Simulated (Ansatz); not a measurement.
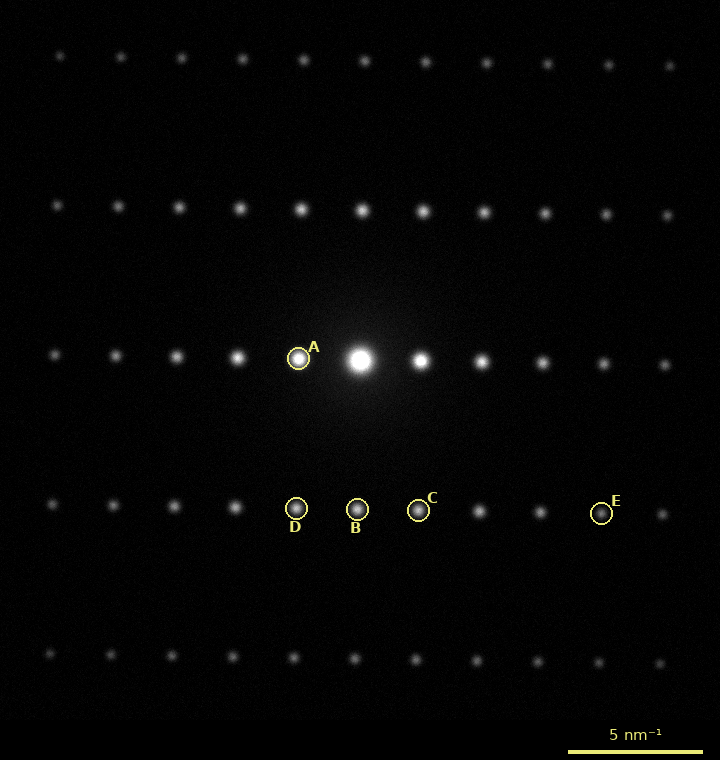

Computed electron diffraction pattern, 300 kV, single scattering only, B = 1 Å². The zone axis points towards the electron source and the pattern is seen from the source side.

The sample is Cs, space group Im-3m (No. 229), a = 6.181 Å. Structure: the input geometry of an electronic-structure calculation (not necessarily at equilibrium).

```cif
data_structure
_symmetry_space_group_name_H-M 'Im-3m'
_symmetry_Int_Tables_number 229
_cell_length_a 6.1812
_cell_length_b 6.1812
_cell_length_c 6.1812
_cell_angle_alpha 90.000
_cell_angle_beta 90.000
_cell_angle_gamma 90.000
_cell_volume 236.16
loop_
_atom_site_label
_atom_site_type_symbol
_atom_site_symmetry_multiplicity
_atom_site_Wyckoff_symbol
_atom_site_fract_x
_atom_site_fract_y
_atom_site_fract_z
_atom_site_occupancy
Cs1 Cs 2 a 0.00000 0.00000 0.00000 1
```

Spot A is indexed 0 -1 1 and spot B 2 -2 -2.

**Give hkl for C, D, E.**

C = −A + B = 2 -1 -3 (d = 1.652 Å). D = A + B = 2 -3 -1 (d = 1.652 Å). E = −4A + B = 2 2 -6 (d = 0.932 Å).

**Which zone axis is this?**

The cross product of A and B is parallel to [211]; every spot obeys hu + kv + lw = 0.

**What are the spacings of A and B and the angle between them?**

d(A) = 4.371 Å, d(B) = 1.784 Å, and the angle is 90.0°.
